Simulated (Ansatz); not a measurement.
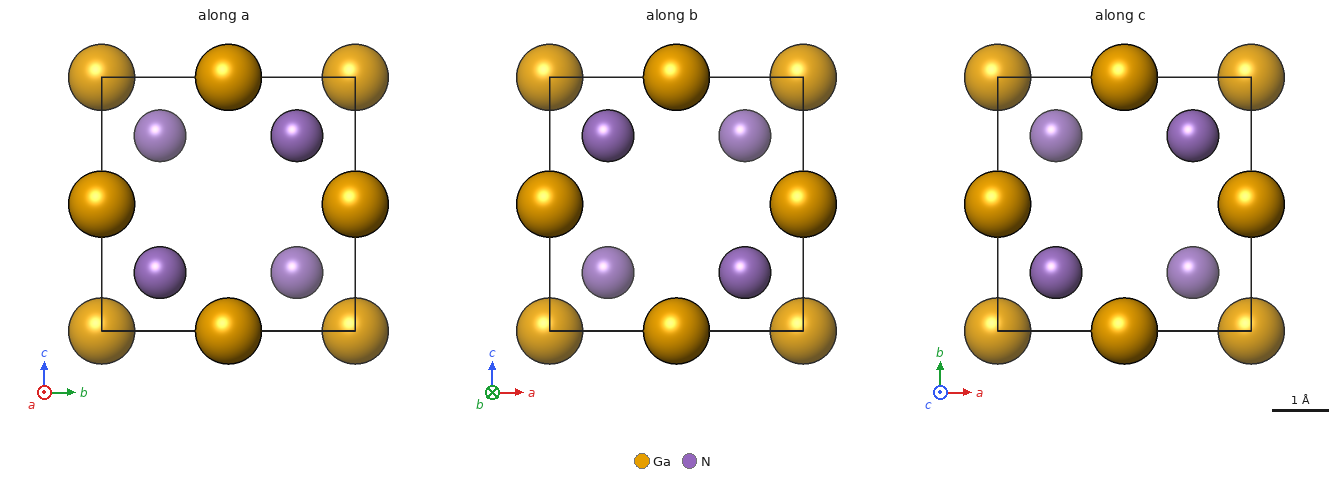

We look at a spheres-only model of the crystal along the a axis, along the b axis and along the c axis. The parallelepiped is the conventional unit cell.

Lattice parameters: a = 4.5707 Å, b = 4.5707 Å, c = 4.5707 Å, α = 90.000°, β = 90.000°, γ = 90.000°.

Q: Transcribe the picture into a CIF with its space group and independent sites, with free fractional coordinates to two decimals.

A:
```cif
data_structure
_symmetry_space_group_name_H-M 'P -4 3 m'
_symmetry_Int_Tables_number 215
_cell_length_a 4.5707
_cell_length_b 4.5707
_cell_length_c 4.5707
_cell_angle_alpha 90.000
_cell_angle_beta 90.000
_cell_angle_gamma 90.000
_cell_volume 95.49
loop_
_atom_site_label
_atom_site_type_symbol
_atom_site_symmetry_multiplicity
_atom_site_Wyckoff_symbol
_atom_site_fract_x
_atom_site_fract_y
_atom_site_fract_z
_atom_site_occupancy
Ga1 Ga 3 d 0.00 0.00 0.50 1
N1 N 4 e 0.23 0.77 0.23 1
```

The cell started as a structure type filled with these elements by a generator (whether the compound takes this form wasn't checked). Earlier steps of the study may have refined or changed the cell and positions. A calculation with Ansatz used it as input.
